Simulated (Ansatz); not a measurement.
# GeBrCl3: trial inputs and their diagnosis

3 inputs were typed for GeBrCl3. Each is run as it stands; the log then has to tell whether the result can be used.

Program: Ansatz 0.2.0, Gaussian basis. Level of theory: the settings change from run to run. These are calculated values, not measurements.

**1. The geometry**

The geometry comes from an earlier relaxation with PBE0-D4 in a triple-zeta def2 set; it is a stationary point.

SMILES `[Cl][Ge]([Cl])([Cl])[Br]`, 5 atoms, charge 0, spin multiplicity 1.

Atoms are counted from 1 here; the program's logs count them from 0.

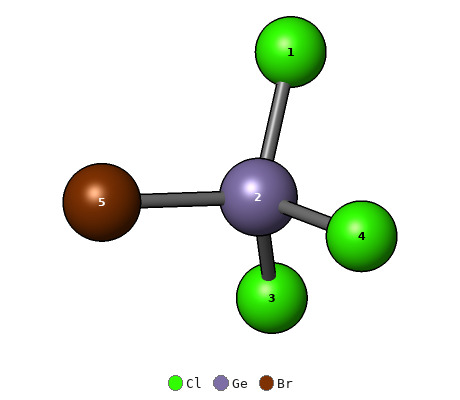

The structure; chlorine green, germanium purple, bromine brown; atoms are numbered from 1 in the order of the file.

**2. Input 1**

in.yaml

```yaml
crystal:
  periodic: [false, false, false]
  atoms:
    - {symbol: Cl, position_ang: [-0.912889, -0.257942, 1.891897]}
    - {symbol: Ge, position_ang: [0.005635, -0.035532, -0.004585]}
    - {symbol: Cl, position_ang: [1.798401, -1.164411, -0.041701]}
    - {symbol: Cl, position_ang: [-1.305284, -0.769865, -1.498570]}
    - {symbol: Br, position_ang: [0.464036, 2.154151, -0.388240]}
basis:
  gaussian: {orbitals: aug-pcseg-2}
magnetization: {spin_polarized: true, initial_magnetization: 1}
hamiltonian: {xc: {name: CAM-B3LYP}}
accuracy: high
output: {forces: true}
```

Launch:

```
> ansatz run in.yaml --threads 4 --pin off --events-out ev --progress --plain --max-ram 10444MiB
```

Output:

```text
Error: a molecule whose nuclei and cores have a total charge of 118 cannot have a net charge of 0 together with 1 unpaired electrons
```

Run time: 0.05 s. Hardware: 4 threads of Intel Xeon Platinum 8488C, shared host.

**Diagnosis.** Refused before any calculation. The number of unpaired electrons doesn't fit the electron count. To mend it, make charge and initial_magnetization agree: an even electron count takes an even number of unpaired electrons.

**3. Input 2**

in.yaml

```yaml
crystal:
  periodic: [false, false, false]
  atoms:
    - {symbol: Cl, position_ang: [-1.725110, -0.487441, 3.575169]}
    - {symbol: Ge, position_ang: [0.010648, -0.067146, -0.008665]}
    - {symbol: Cl, position_ang: [3.398486, -2.200419, -0.078804]}
    - {symbol: Cl, position_ang: [-2.466631, -1.454834, -2.831888]}
    - {symbol: Br, position_ang: [0.876902, 4.070758, -0.733668]}
basis:
  gaussian: {orbitals: def2-SVP, point_charges: [{charge: 1.00, position_ang: [6.299, 0.521, 0.688]}]}
hamiltonian: {xc: {name: CAM-B3LYP}, dispersion: d3bj}
```

The command is unchanged.

Output, shortened:

```text
Functional definition: CAM-B3LYP
  name "CAM-B3LYP"
  cite "Yanai, Tew & Handy, Chem. Phys. Lett. 393, 51 (2004) doi:10.1016/j.cplett.2004.06.011"
  cite "Iikura, Tsuneda, Yanai & Hirao, J. Chem. Phys. 115, 3540 (2001) doi:10.1063/1.1383587"
  cite "Becke, Phys. Rev. A 38, 3098 (1988) doi:10.1103/PhysRevA.38.3098"
  cite "Lee, Yang & Parr, Phys. Rev. B 37, 785 (1988) doi:10.1103/PhysRevB.37.785"
  cite "Vosko, Wilk & Nusair, Can. J. Phys. 58, 1200 (1980) doi:10.1139/p80-159"
[...]
  # Exact exchange under (alpha + beta erf(omega r))/r, Becke's under what is left of 1/r.
[...]
1104 factors; integrals over basis functions are off by at most 8.9e-5 eV
306 factors; integrals over basis functions are off by at most 1.7e-5 eV
[...]
mean field -164101.81343228 eV, -6030.6304114319 hartree, gradient 8.2e-6 eV, S^2 0.000000; 6 other end points of the search recorded, 0 dependent functions left out
reference -164101.81361804 eV, -6030.6304182586 hartree; 59, 59 occupied and 59, 59 virtual orbitals, 1104 factors
Total energy: -164101.92674702 eV, -6030.6345756719 hartree
```

It took 8.5 s on 4 threads of Intel Xeon Platinum 8488C, shared host; peak memory 0.44 GiB.

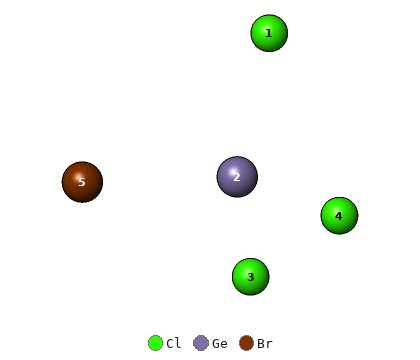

The geometry of this input.

**Diagnosis.** It ended without an error, which proves nothing about the input. The coordinates are in bohr but typed as ångström. The shortest distance is 4.00 Å (Ge2–Cl4), against 2.12 Å in the relaxed molecule. Its energy is no property of the relaxed molecule. To mend it, take the coordinates from the file in ångström, and remove the point charge.

**4. Input 3**

in.yaml

```yaml
crystal:
  periodic: [false, false, false]
  atoms:
    - {symbol: Cl, position_ang: [-0.547733, -0.180560, 1.135138]}
    - {symbol: Ge, position_ang: [0.003944, -0.024872, -0.003210]}
    - {symbol: Cl, position_ang: [1.258880, -0.698647, -0.025021]}
    - {symbol: Cl, position_ang: [-0.913699, -0.538905, -0.899142]}
    - {symbol: Br, position_ang: [0.278422, 1.507906, -0.271768]}
basis:
  gaussian: {orbitals: aug-cc-pVDZ, fitting: {mean_field: cc-pVTZ-jkfit}}
hamiltonian: {xc: {name: rPW86-PBE}, dispersion: rvv10}
output: {forces: true}
```

Same command.

Output, shortened:

```text
Functional definition: rPW86-PBE+rVV10
  name "rPW86-PBE+rVV10"
  cite "Murray, Lee & Langreth, J. Chem. Theory Comput. 5, 2754 (2009) doi:10.1021/ct900365q"
  cite "Perdew, Burke & Ernzerhof, Phys. Rev. Lett. 77, 3865 (1996) doi:10.1103/PhysRevLett.77.3865"
  cite "Vydrov & Van Voorhis, J. Chem. Phys. 133, 244103 (2010) doi:10.1063/1.3521275"
  cite "Sabatini, Gorni & de Gironcoli, Phys. Rev. B 87, 041108(R) (2013) doi:10.1103/PhysRevB.87.041108"
  parent "pbe"
[...]
777 factors; integrals over basis functions are off by at most 1.6e-1 eV
[...]
mean field -164107.65861693 eV, -6030.8452180058 hartree, gradient 3.4e-5 eV, S^2 0.000000; 0 other end points of the search recorded, 0 dependent functions left out
[...]
reference -164107.65875643 eV, -6030.8452231325 hartree; 59, 59 occupied and 94, 94 virtual orbitals, 777 factors
Total energy: -164107.65875643 eV, -6030.8452231325 hartree
Atom 0 at    -0.547733    -0.180560     1.135138 Å, force   -67.228354   -18.116819   143.783779 eV/Å
Atom 1 at     0.003944    -0.024872    -0.003210 Å, force    44.119771    32.508891   -55.592455 eV/Å
Atom 2 at     1.258880    -0.698647    -0.025021 Å, force    79.576925   -42.809306    -2.950350 eV/Å
Atom 3 at    -0.913699    -0.538905    -0.899142 Å, force   -68.618740   -39.152290   -72.451706 eV/Å
Atom 4 at     0.278422     1.507906    -0.271768 Å, force    12.150399    67.569525   -12.789267 eV/Å
Dipole moment:    -0.020047    -0.098204     0.014666 e Å
```

Run time: 4.3 s. Hardware: 4 threads of Intel Xeon Platinum 8488C, shared host; peak memory 0.32 GiB.

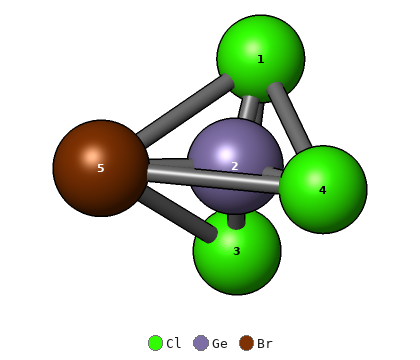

The geometry of this input.

**Diagnosis.** It ended without an error, which proves nothing about the input. The geometry is squeezed well below its size. The shortest distance is 1.27 Å (Cl1–Ge2), against 2.12 Å in the relaxed molecule. Its energy is no property of the relaxed molecule. Fix: use the relaxed coordinates.

**5. Summary**

| input | level | ended | cause | time |
| --- | --- | --- | --- | --- |
| 1 | CAM-B3LYP/aug-pcseg-2 | refused | the number of unpaired electrons doesn't fit the electron count | 0.05 s |
| 2 | CAM-B3LYP/def2-SVP | converged | the coordinates are in bohr but typed as ångström | 8.5 s |
| 3 | rPW86-PBE/aug-cc-pVDZ | converged | the geometry is squeezed well below its size | 4.3 s |

**Reading.** 1 refused, 2 converged. A refusal costs next to no computing time. The dangerous case is the input that converges on a wrong geometry, charge, spin, basis or grid: often only a look at the input shows it.
